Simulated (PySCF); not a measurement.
C₆H₁₃PSi (SMILES CCCCP1C=C1[SiH3])

```tsv
atom	x (Å)	y (Å)	z (Å)
C	-3.2290	-0.3137	-0.5536
C	-2.1677	0.2968	0.3520
C	-0.9971	-0.6529	0.5847
C	0.0919	-0.0137	1.4375
P	0.8833	1.4967	0.6242
C	1.2168	0.8332	-1.0428
C	2.2808	0.6665	-0.2924
Si	4.0218	0.0112	-0.1616
H	-2.8092	-0.5524	-1.5286
H	-3.6200	-1.2309	-0.1176
H	-4.0560	0.3780	-0.6960
H	-1.7882	1.2205	-0.0962
H	-2.6136	0.5582	1.3144
H	-1.3565	-1.5621	1.0753
H	-0.5694	-0.9458	-0.3791
H	-0.3278	0.3182	2.3912
H	0.8831	-0.7388	1.6517
H	0.8180	0.7042	-2.0254
H	4.1169	-0.7821	1.0659
H	4.2805	-0.8286	-1.3334
H	4.9324	1.1545	-0.1160
```

Geometry: GFN2-xTB.

All numbers below come from PySCF, PBE0/pcSseg-1, SCF density, gas phase, non-relativistic.

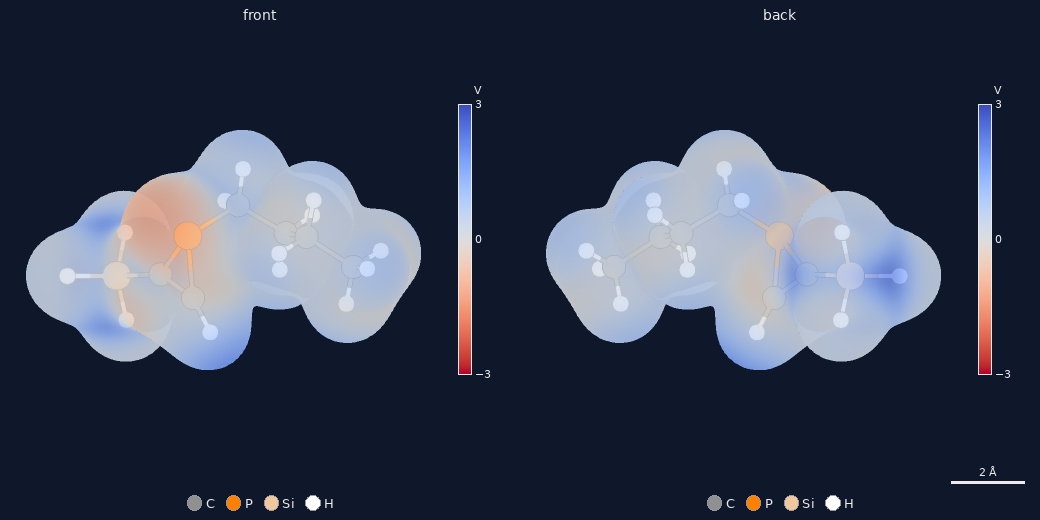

Figure 1. The molecular electrostatic potential painted on the density surface at 0.004 e/bohr³, seen from the front and from behind; the colour scale runs from red (negative) to blue (positive).

### Which sites attract a positive test charge, and which a negative one?

A positive charge is drawn to the negative regions and a negative charge to the positive ones. The most negative region (about −1.2 V, or −28 kcal/mol for a unit charge) lies over P5, the most positive (about +1.9 V, or +44 kcal/mol for a unit charge) over Si8.

### What dipole moment does the calculation give?

Its dipole moment is 1.42 D.

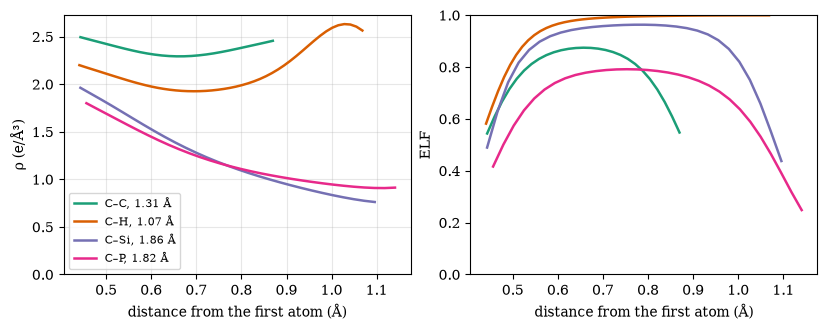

Figure 2. Total electron density and electron localisation function along straight lines between neighbouring atoms. The curves leave out the atomic cores.

### Compare the contacts.

C–C (1.31 Å): ρ is about 2.3 e/Å³ halfway; the ELF peaks at about 0.85 between the atoms (a short, multiple covalent bond).
C–H (1.07 Å): ρ is about 2.1 e/Å³ halfway; the ELF climbs to about 1 towards the hydrogen, as it does in any bond to H (a covalent bond by its length).
C–Si (1.86 Å): the density is about 0.91 e/Å³ at the midpoint; the ELF peaks at about 0.95 between the atoms (a covalent bond).
C–P (1.82 Å): the density is about 1 e/Å³ at the midpoint; the ELF peaks at about 0.80 between the atoms, as expected for localised, covalent bonding.
